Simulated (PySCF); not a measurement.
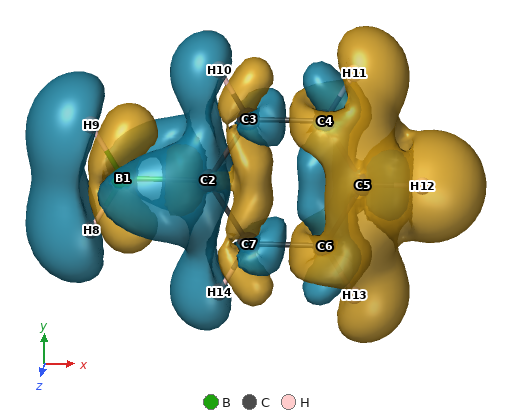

Figure. C$_{6}$H$_{7}$B, SMILES `Bc1ccccc1`. Change of the electron density in a uniform field of 0.41 V/Å, surfaces at ±0.002 e/Å³ (yellow: gain, teal: loss).

Computed with PySCF, ωB97X/cc-pVDZ, geometry: GFN2-xTB. No frequency check shows the geometry to be a minimum. A basis without diffuse functions makes polarisabilities too small.

Geometry (Å), atoms numbered from 1:

```
B1      -2.5586    0.0001    0.0000
C2      -1.0144   -0.0000    0.0000
C3      -0.2802    1.1951    0.0000
C4       1.1014    1.1987    0.0000
C5       1.7971    0.0000    0.0000
C6       1.1013   -1.1988    0.0000
C7      -0.2802   -1.1951    0.0000
H8      -3.1455   -1.0116    0.0000
H9      -3.1454    1.0117    0.0000
H10     -0.8135    2.1351    0.0000
H11      1.6420    2.1347    0.0000
H12      2.8778   -0.0000    0.0000
H13      1.6419   -2.1347    0.0000
H14     -0.8136   -2.1351    0.0000
```

Along which Cartesian direction does the field point?

Along −x: electrons gather on the +x side, against the field.

What dipole is induced, and what polarisability does it imply?

The induced dipole is 2.09 D (along the field); α along this axis, from the fields in both directions, is 105 bohr³ (15.5 Å³).

Which atoms gain and lose the most charge?

Electrons gather most on C5 (Hirshfeld charge changes by −0.024 e) and leave B1 most (+0.025 e); 0.151 electrons are displaced in all.
